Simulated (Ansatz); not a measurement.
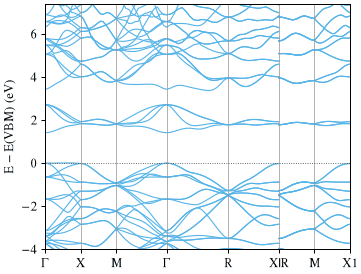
Fig. 1. Band structure from DFT-r²SCAN in the program Ansatz with PAW potentials

Q: Read off the gap and where the band edges lie.

A: About 1.4 eV (1.40 eV by a search for the band edges); maximum on the Γ–X line, 60 % of the way from Γ, minimum at Γ.

Q: Pick the material that matches.
A) MgTe2, Pa-3 (Mg on 4a, Te on 8c)
B) CsPbBr3, cubic perovskite
C) GeTePt, P2_13 (Ge on 4a, Te on 4a, Pt on 4a)
D) CdSe2, Pa-3 (Cd on 4a, Se on 8c)

A: A, MgTe2, Pa-3 (Mg on 4a, Te on 8c)

The workflow started from a Materials Project entry (that database holds measured and hypothetical structures alike); the Crystallography Open Database files this formula in space group No. 205, but the cells were not matched. Whether it is the stable phase at ambient conditions was not checked. The cell was relaxed with r²SCAN under the symmetry of its start; its stability against distortions is not shown here. Spin–orbit coupling is left out wherever it is not named.

Potentials: the later of the program's two PAW sets.
